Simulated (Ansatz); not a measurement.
Response to strain in ZrB2

Base system: ZrB2 (space group P6/mmm, No. 191; a = 3.155 Å, c = 3.506 Å; relaxed with 0.1 eV smearing). Axes: x lies along a and z along c of the hexagonal cell.

Strains are applied to the cell and any free atomic positions relax.

Computed with PBEsol in Ansatz (plane waves to 420 eV, PAW, spin-orbit coupling left out).

Notes on the quantities. pressure: mean of the normal stresses, compression positive.

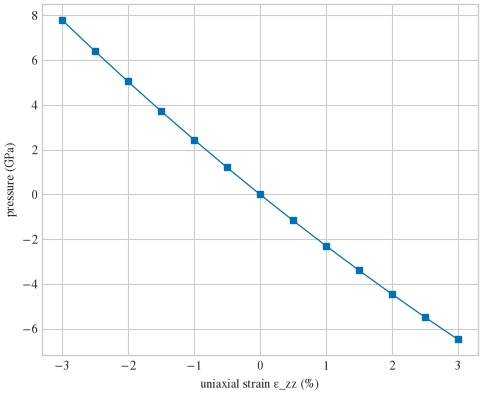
Figure. Pressure against uniaxial strain ε_zz

```json
[
 {"uniaxial strain ε_zz (%)": "-3", "pressure": "7.8 GPa"},
 {"uniaxial strain ε_zz (%)": "-2.5", "pressure": "6.4 GPa"},
 {"uniaxial strain ε_zz (%)": "-2", "pressure": "5.0 GPa"},
 {"uniaxial strain ε_zz (%)": "-1.5", "pressure": "3.7 GPa"},
 {"uniaxial strain ε_zz (%)": "-1", "pressure": "2.4 GPa"},
 {"uniaxial strain ε_zz (%)": "-0.5", "pressure": "1.2 GPa"},
 {"uniaxial strain ε_zz (%)": "0.5", "pressure": "-1.2 GPa"},
 {"uniaxial strain ε_zz (%)": "1", "pressure": "-2.3 GPa"},
 {"uniaxial strain ε_zz (%)": "1.5", "pressure": "-3.4 GPa"},
 {"uniaxial strain ε_zz (%)": "2", "pressure": "-4.5 GPa"},
 {"uniaxial strain ε_zz (%)": "2.5", "pressure": "-5.5 GPa"},
 {"uniaxial strain ε_zz (%)": "3", "pressure": "-6.5 GPa"}
]
```

Stability against distortions was not tested. All final runs are without spin polarisation.

Ansatz is a quantum-chemistry and plane-wave program.
